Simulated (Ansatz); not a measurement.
# [Cu(NH2)2]- (CuN2H4−): geometry, orbitals and charge

Aim: characterise [Cu(NH2)2]- (CuN2H4−) as a singlet: its structure, frontier levels and distribution of charge.

Computed with Ansatz 0.2.0, Gaussian basis. Level: RKS PBE0-D4/def2-TZVPD.

The runs, in order: relaxation at r2SCAN-D4/def2-TZVPD; a search for the lowest solution at PBE0-D4/def2-SVP; a single point at PBE0-D4/def2-TZVPD.

## (1) Where the work starts

7 atoms, charge -1, spin multiplicity 1.

Atoms are counted from 1 here; the program's logs count them from 0.

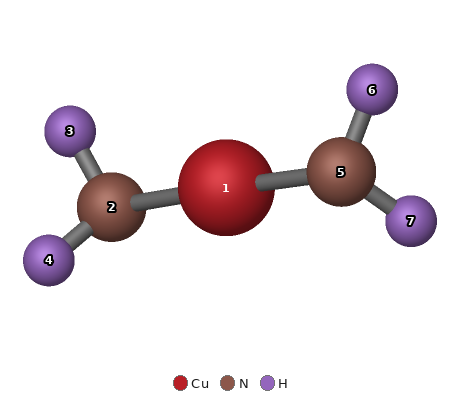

Start geometry, drawn with copper red, nitrogen brown, hydrogen purple; atoms are numbered from 1 in the order of the file.

Formally the metal is d10. No spin-orbit coupling is included. The ion is computed in the gas phase, without counter-ions or solvent.

The start is a GFN2-xTB geometry.

## (2) Relaxation at r2SCAN-D4/def2-TZVPD

in.yaml

```yaml
crystal:
  periodic: [false, false, false]
  atoms:
    - {symbol: Cu, position_ang: [-0.048970, -0.056490, 0.000170]}
    - {symbol: N, position_ang: [-0.279940, 0.125200, 1.814400]}
    - {symbol: H, position_ang: [0.433400, 0.731400, 2.226910]}
    - {symbol: H, position_ang: [-0.159490, -0.774840, 2.285220]}
    - {symbol: N, position_ang: [0.153460, -0.268890, -1.813380]}
    - {symbol: H, position_ang: [0.657570, 0.516550, -2.232040]}
    - {symbol: H, position_ang: [-0.756030, -0.272920, -2.281280]}
basis:
  gaussian: {orbitals: def2-TZVPD}
total_charge: -1
hamiltonian: {xc: r2scan, dispersion: d4}
scf: {lower_state_search: "off"}
output: {orbitals: {seedname: orbitals}}
relax: {f_tol: 0.02, max_steps: 100}
```

On the command line:

```
ansatz run in.yaml --threads 4 --pin off --events-out ev --progress --plain --max-ram 3916MiB
```

Log (excerpt; [...] marks lines left out):

```text
Functional definition: r2SCAN
  name "r2SCAN"
  cite "Furness, Kaplan, Ning, Perdew & Sun, J. Phys. Chem. Lett. 11, 8208 (2020) doi:10.1021/acs.jpclett.0c02405"
  cite "Furness, Kaplan, Ning, Perdew & Sun, J. Phys. Chem. Lett. 11, 9248 (2020) doi:10.1021/acs.jpclett.0c03077"
  parent r2scan
[...]
1031 factors; their error is unknown
[...]
mean field -47687.05229943 eV, -1752.4668485592 hartree, gradient 8.2e-6 eV, S^2 0.000000; 0 other end points of the search recorded, 0 dependent functions left out
[...]
reference -47687.05231591 eV, -1752.4668491648 hartree; 24, 24 occupied and 134, 134 virtual orbitals, 1031 factors
relax step   1: F+E_penalty+E_count = -47687.07822496 eV  Δ(F+E_penalty+E_count) = +0.000e0 eV  max|allowed force component| = 3.526e-1 eV/Å  Δτ_max = 0.0000 Å  (21 SCF iters, accepted)
[...]
relax step   3: F+E_penalty+E_count = -47687.09587187 eV  Δ(F+E_penalty+E_count) = -1.765e-2 eV  max|allowed force component| = 2.146e-1 eV/Å  Δτ_max = 0.0975 Å  (22 SCF iters, accepted)
[...]
relax step   5: F+E_penalty+E_count = -47687.10245580 eV  Δ(F+E_penalty+E_count) = +5.838e-3 eV  max|allowed force component| = 4.546e-1 eV/Å  Δτ_max = 0.1480 Å  (21 SCF iters, rejected (line search))
[...]
relax step   7: F+E_penalty+E_count = -47687.11640733 eV  Δ(F+E_penalty+E_count) = -2.827e-3 eV  max|allowed force component| = 3.641e-2 eV/Å  Δτ_max = 0.0749 Å  (22 SCF iters, accepted)
[...]
relax step   9: F+E_penalty+E_count = -47687.11692785 eV  Δ(F+E_penalty+E_count) = -5.205e-4 eV  max|allowed force component| = 5.844e-3 eV/Å  Δτ_max = 0.0248 Å  (22 SCF iters, accepted)
[...]
relax step  10: F+E_penalty+E_count = -47687.11707818 eV  Δ(F+E_penalty+E_count) = -1.503e-4 eV  max|allowed force component| = 1.521e-2 eV/Å  Δτ_max = 0.0247 Å  (22 SCF iters, accepted)
Total energy: -47687.11709476 eV, -1752.4692297436 hartree
Atom 0 at    -0.081447    -0.093208     0.000394 Å, force    -0.000162    -0.000195    -0.000163 eV/Å
Atom 1 at    -0.300573    -0.010126     1.844906 Å, force     0.008375     0.004518     0.005723 eV/Å
Atom 2 at     0.093352     0.853350     2.223941 Å, force    -0.004147    -0.015210    -0.003778 eV/Å
Atom 3 at     0.225451    -0.749895     2.315284 Å, force    -0.004405     0.010993    -0.005421 eV/Å
Atom 4 at     0.022419    -0.308099    -1.843579 Å, force     0.003310     0.008860    -0.005525 eV/Å
Atom 5 at     0.823843     0.195950    -2.228402 Å, force    -0.014548    -0.006108     0.003829 eV/Å
Atom 6 at    -0.783046     0.112039    -2.312544 Å, force     0.011576    -0.002858     0.005334 eV/Å
Dipole moment:     0.160650     0.183799    -0.000756 e Å
Checks for a lower state left out: stability, starts, cluster_reference, orbital_swaps, neighbouring_geometries, increment
```

It took 10 s on 4 threads of Intel Xeon Platinum 8488C, shared host.

Along the way: (the energy doesn't fall at every step)

| step | energy from step 1 (eV) | largest force component (eV/Å) |
| --- | --- | --- |
| 1 | 0.0000 | 0.3526 |
| 2 | 0.0121 | 0.8249 |
| 3 | -0.0176 | 0.2146 |
| 4 | -0.0301 | 0.0649 |
| 5 | -0.0242 | 0.4546 |
| 6 | -0.0354 | 0.0314 |
| 7 | -0.0382 | 0.0364 |
| 8 | -0.0375 | 0.2362 |
| 9 | -0.0387 | 0.0058 |
| 10 | -0.0389 | 0.0152 |

The force was under the threshold of 0.02 eV/Å already at step 9, but the program went on to step 10.

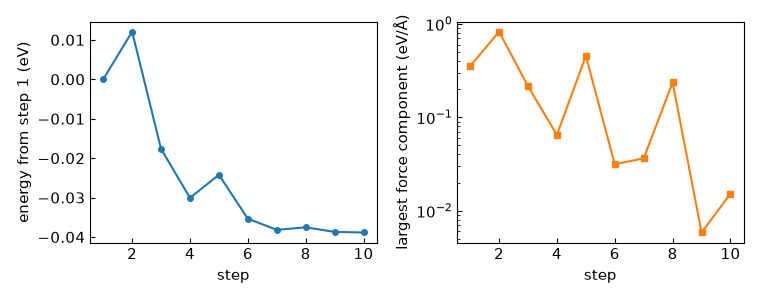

Energy and force, step by step.

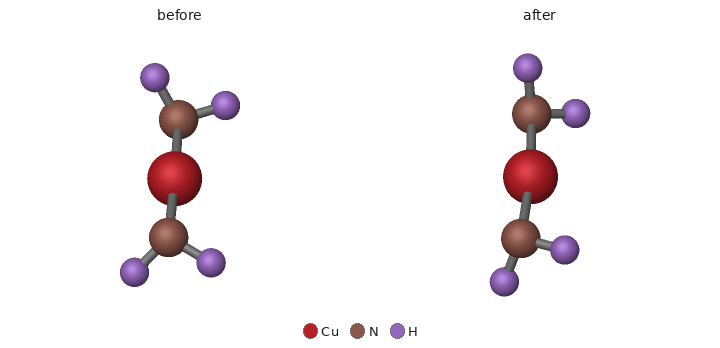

The geometry before (left) and after (right).

Close pairs (by a distance rule), those that changed most:

| bond | before (Å) | after (Å) | change (Å) |
| --- | --- | --- | --- |
| Cu1–N5 | 1.837 | 1.859 | +0.022 |
| Cu1–N2 | 1.838 | 1.859 | +0.021 |
| N2–H3 | 1.023 | 1.022 | -0.001 |
| N5–H6 | 1.023 | 1.022 | -0.001 |
| N2–H4 | 1.023 | 1.022 | -0.001 |
| N5–H7 | 1.023 | 1.022 | -0.000 |

Bonds by kind at the end (by distance):

| bond | count | shortest (Å) | longest (Å) |
| --- | --- | --- | --- |
| Cu–N | 2 | 1.859 | 1.859 |
| H–N | 4 | 1.022 | 1.022 |

## (3) Searching for the lowest solution, PBE0-D4/def2-SVP

start.molden holds the orbitals of an earlier run on this state, given as this run's starting guess.

in.yaml

```yaml
crystal:
  periodic: [false, false, false]
  atoms:
    - {symbol: Cu, position_ang: [-0.081447, -0.093208, 0.000394]}
    - {symbol: N, position_ang: [-0.300573, -0.010126, 1.844906]}
    - {symbol: H, position_ang: [0.093352, 0.853350, 2.223941]}
    - {symbol: H, position_ang: [0.225451, -0.749895, 2.315284]}
    - {symbol: N, position_ang: [0.022419, -0.308099, -1.843579]}
    - {symbol: H, position_ang: [0.823843, 0.195950, -2.228402]}
    - {symbol: H, position_ang: [-0.783046, 0.112039, -2.312544]}
basis:
  gaussian: {orbitals: def2-SVP, initial_orbitals: start.molden}
total_charge: -1
hamiltonian: {xc: pbe0, dispersion: d4}
output: {orbitals: {seedname: orbitals}}
```

Same command.

Log:

```text
Functional definition: PBE0
  name "PBE0"
  cite "Adamo & Barone, J. Chem. Phys. 110, 6158 (1999) doi:10.1063/1.478522"
  cite "Perdew, Burke & Ernzerhof, Phys. Rev. Lett. 77, 3865 (1996) doi:10.1103/PhysRevLett.77.3865"
  parent pbe
  parameter a = 0.25
  parameter kappa = 0.804
  parameter beta = 0.06672455060314922
  exchange = (1 - a)*pbe_x(kappa = kappa, mu = beta*pi^2/3) + a*exact_x
  correlation = pbe_c(beta = beta)
840 factors; integrals over basis functions are off by at most 1.0e-3 eV
mean field evaluation 1: about -47666.6676 eV, gradient 1.6e1 eV
mean field evaluation 2: about -47667.3239 eV, gradient 7.3e-1 eV
mean field evaluation 4: about -47667.5349 eV, gradient 6.6e-3 eV
mean field evaluation 8: about -47657.4515 eV, gradient 8.0e1 eV
mean field evaluation 16: about -47667.5348 eV, gradient 7.6e-2 eV
mean field -47667.53486952 eV, -1751.7495962391 hartree, gradient 6.1e-5 eV, S^2 0.000000; 1 other end points of the search recorded, 0 dependent functions left out
reference -47667.53491397 eV, -1751.7495978727 hartree; 24, 24 occupied and 55, 55 virtual orbitals, 840 factors
Total energy: -47667.62382180 eV, -1751.7528651753 hartree
```

It took 0.75 s on 4 threads of Intel Xeon Platinum 8488C, shared host.

Report: HOMO 0.43 eV, LUMO 4.88 eV. Doubts: highest occupied level lies above zero.

## (4) Single point, PBE0-D4/def2-TZVPD

in.yaml: that of step 3 with these lines changed.

```diff
@@ -11,5 +11,6 @@
 basis:
-  gaussian: {orbitals: def2-SVP, initial_orbitals: start.molden}
+  gaussian: {orbitals: def2-TZVPD, initial_orbitals: start.molden}
 total_charge: -1
 hamiltonian: {xc: pbe0, dispersion: d4}
+scf: {omitted_lower_state_checks: [starts]}
 output: {orbitals: {seedname: orbitals}}
```

Same command.

Log:

```text
Functional definition: PBE0
  name "PBE0"
  cite "Adamo & Barone, J. Chem. Phys. 110, 6158 (1999) doi:10.1063/1.478522"
  cite "Perdew, Burke & Ernzerhof, Phys. Rev. Lett. 77, 3865 (1996) doi:10.1103/PhysRevLett.77.3865"
  parent pbe
  parameter a = 0.25
  parameter kappa = 0.804
  parameter beta = 0.06672455060314922
  exchange = (1 - a)*pbe_x(kappa = kappa, mu = beta*pi^2/3) + a*exact_x
  correlation = pbe_c(beta = beta)
these checks for a lower state are left out or cut short: starts
1110 factors; their error is unknown
mean field evaluation 1: about -47675.0907 eV, gradient 1.3e2 eV
mean field evaluation 2: about -47678.2718 eV, gradient 5.7e0 eV
mean field evaluation 4: about -47678.5963 eV, gradient 5.5e-3 eV
mean field evaluation 8: about -47678.7102 eV, gradient 1.4e-5 eV
mean field -47678.71018878 eV, -1752.1602816473 hartree, gradient 1.4e-5 eV, S^2 0.000000; 0 other end points of the search recorded, 0 dependent functions left out
reference -47678.71022617 eV, -1752.1602830212 hartree; 24, 24 occupied and 134, 134 virtual orbitals, 1110 factors
Total energy: -47678.79913400 eV, -1752.1635503237 hartree
Checks for a lower state left out: starts
```

Wall time 1.1 s (4 threads of Intel Xeon Platinum 8488C, shared host).

HOMO -0.46 eV, LUMO 4.05 eV.

Mulliken charges, from this run's orbitals:

| atom | value (e) |
| --- | --- |
| Cu1 | -0.64 |
| N2 | -0.33 |
| H3 | 0.09 |
| H4 | 0.06 |
| N5 | -0.33 |
| H6 | 0.09 |
| H7 | 0.06 |

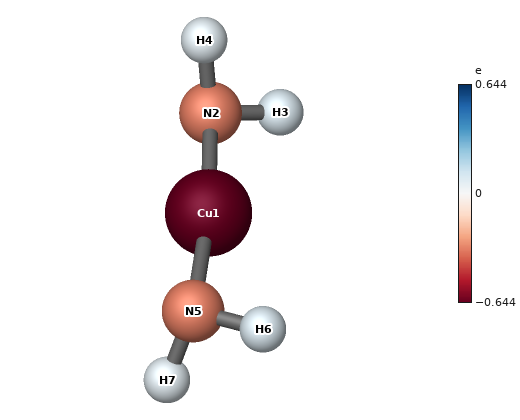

Mulliken charges, from this run's orbitals, as colours on the atoms.

Largest Mayer bond orders: N2–H3 1.11; N5–H6 1.11; N2–H4 1.09; N5–H7 1.09; Cu1–N2 0.60; Cu1–N5 0.60.

The fields below are evaluated on a grid from the run's orbitals.

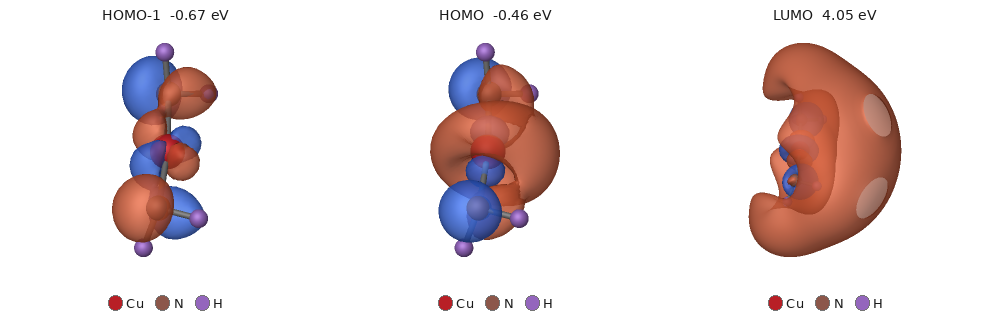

Frontier orbitals at PBE0-D4/def2-TZVPD; each surface holds 70 % of the orbital's density, blue and red mark the sign. The LUMO is diffuse and is cut off by the edge of the grid.

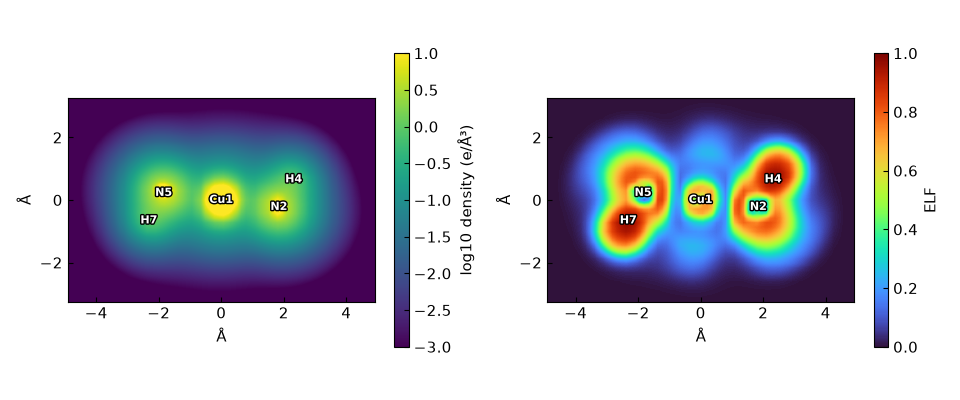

Density (left) and ELF (right) in a plane through or near 5 of the atoms.

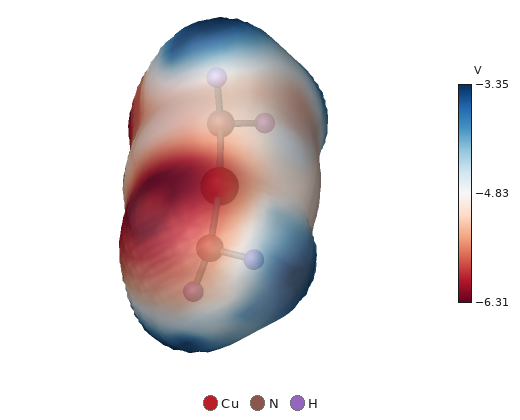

Electrostatic potential on the surface of density 0.002 e/bohr³; red is low, blue high. It runs from -6.31 V near N5 to -3.35 V near H7.

## (5) Outcome

```
                                          quantity             value
                                       point group                C2
                      near neighbours of the metal  N 1.86, N 1.86 Å
                  HOMO, LUMO at PBE0-D4/def2-TZVPD    -0.46, 4.05 eV
charge on the metal (Mulliken, PBE0-D4/def2-TZVPD)           -0.64 e
```

The molecule keeps its bonding pattern by the stored test; the atoms moved 0.29 Å (rms). The Mulliken charge of the metal, -0.64 e, depends on the basis and isn't its oxidation state. No usable vibrations, so a minimum isn't proven. The HOMO lies nearest to Cu1 64 %; N2, N5 about 10 % each and the LUMO to H3, H6 about 23 % each; Cu1 16 %. Whether this spin is the lowest isn't tested here. The point group is read from a loosely relaxed geometry; soft torsions can leave it below the true symmetry.

The anion's highest level is positive in at least one run, so there the basis alone may hold the extra electron.
